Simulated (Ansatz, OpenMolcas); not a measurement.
Abstraction of Cl: C2HClF2 + C3H5 → C2HF2 + C3H5Cl

Species: C2HClF2 `FC(F)=CCl`, singlet; C3H5 `C=[C]C`, doublet; C2HF2 `[CH]=C(F)F`, doublet; C3H5Cl (2-chloropropene) `C=C(C)Cl`, singlet. A radical takes Cl: the energy is the difference in strength between two C–Cl bonds in different surroundings.

Shapes, held fixed at every level: PBE0-D4/def2-TZVP. Programs: Ansatz 0.2.0, OpenMolcas 26.06. The zero-point and thermal change to 298 K, harmonic and unscaled (PBE0-D4/def2-TZVP), is +0.7 kJ/mol.

```csv
level,kind,ΔH(298 K) (kJ/mol)
HF/def2-SVP,Hartree–Fock,+5.2
PBE-D4/def2-TZVPP,GGA,+11.6
B3LYP/6-31G* (spherical functions),global hybrid,+13.9
BHLYP-D4/def2-TZVPP,global hybrid,+7.7
PBE0-D4/def2-TZVPP,global hybrid,+10.3
r2SCAN0-D4/def2-TZVPP,global hybrid,+8.2
wB97X-V/def2-TZVPP,range-separated hybrid,+8.8
B2PLYP/def2-TZVPP,double hybrid,+8.1
```

B2PLYP/def2-TZVPP gives ΔH(298 K) = +8.1 kJ/mol; the levels span +5.2 to +13.9. The median of the levels is +8.5. No measured value is set beside it here. Spin contamination: C3H5 (⟨S²⟩ up to 0.91), C2HF2 (⟨S²⟩ up to 0.90). Open shells run unrestricted.

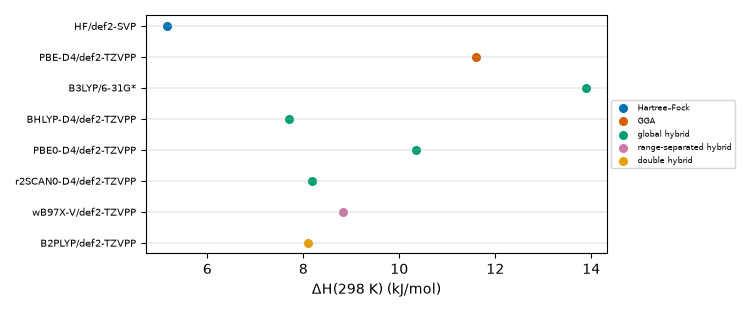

The values of the table, level by level.
